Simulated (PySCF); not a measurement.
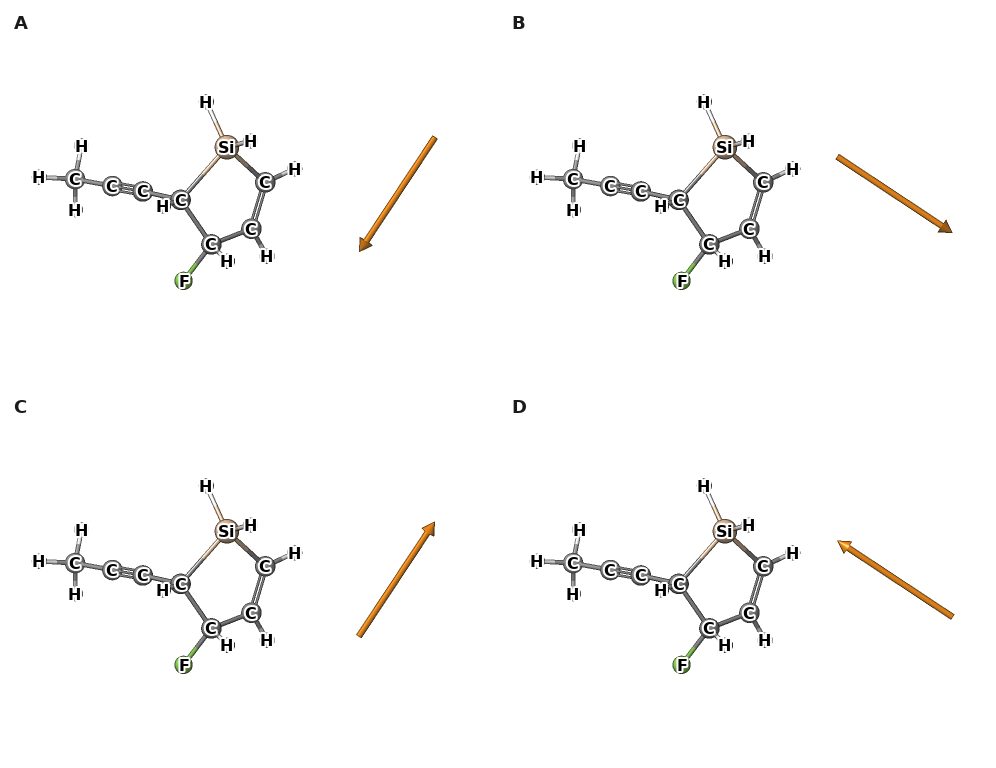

The same molecule four times, each with an arrow. The geometry was computed by an optimisation with GFN2-xTB. No frequency run is at hand to confirm it as a minimum. Level of theory: PBE0/pcSseg-1, gas phase (PySCF 2.14.0).

> Which arrow points along the dipole moment, from the negative to the positive end?

C. The dipole moment is 1.48 D.

The geometry is semi-empirical. Around Si such bond lengths and angles can be off by a tenth of an ångström or more and by several degrees, and values that hang on the shape move with them.
